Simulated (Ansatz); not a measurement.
A family of molecules: the dipole moment

One atom is swapped for its congeners: C2H8GeO `C[O][GeH2][CH3]`; C2H8GeS `C[S][GeH2][CH3]`; C2H8GeSe `[CH3][GeH2][Se]C`. All are singlets with charge 0.

Shapes, held fixed at every level: PBE0-D4/def2-TZVP. Flexible molecules stand in one conformer, not always the lowest. Programs: Ansatz 0.2.0. Values in D.

```
               level  C2H8GeO  C2H8GeS  C2H8GeSe
   PBE-D4/def2-TZVPP     0.78     1.84      1.79
r2SCAN-D4/def2-TZVPP     0.82     1.94      1.91
 B3LYP-D4/def2-TZVPP     0.86     1.85      1.81
  wB97M-V/def2-TZVPP     0.90     1.85      1.83
```

At wB97M-V/def2-TZVPP the dipole moment isn't monotonic: it is largest for S and smallest for O (1.85 and 0.90 D). Every level shows the same order. The two largest values are nearly level. Relativity is left out for Ge, Se unless named. Magnitudes only: a dipole under 1 D may point either way.

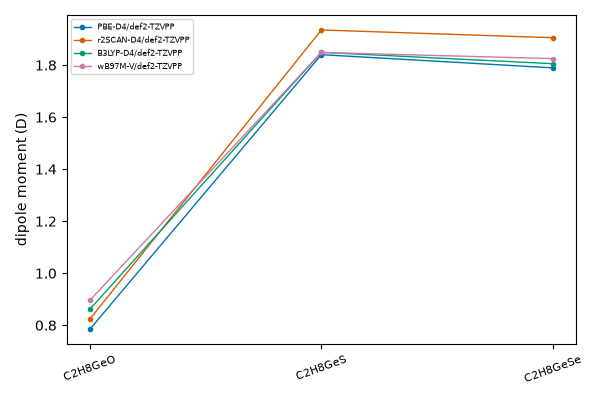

The trend along the series, level by level.
